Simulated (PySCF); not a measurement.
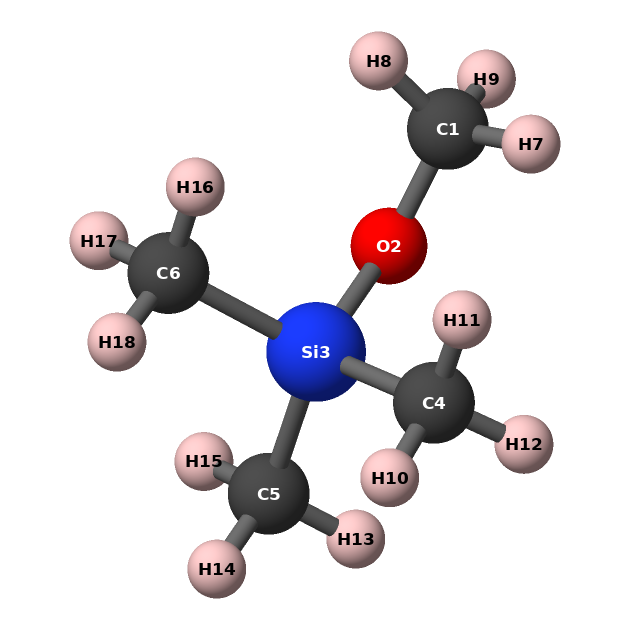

Every bond is drawn as one stick. The geometry was computed by an optimisation with PBE0-D3(BJ)/def2-SVP. No frequency run is at hand to confirm it as a minimum. Level of theory: PBE0/pcSseg-1 (PySCF 2.14.0).

List the Mayer bond orders of C1–O2, O2–Si3, Si3–C4, Si3–C5, Si3–C6 (bonds between heavy atoms, one of each equivalent set).

| bond | Mayer order | length (Å) |
| --- | --- | --- |
| C1–O2 | 0.93 | 1.393 |
| O2–Si3 | 0.95 | 1.678 |
| Si3–C4 | 0.95 | 1.878 |
| Si3–C5 | 0.97 | 1.867 |
| Si3–C6 | 0.95 | 1.878 |
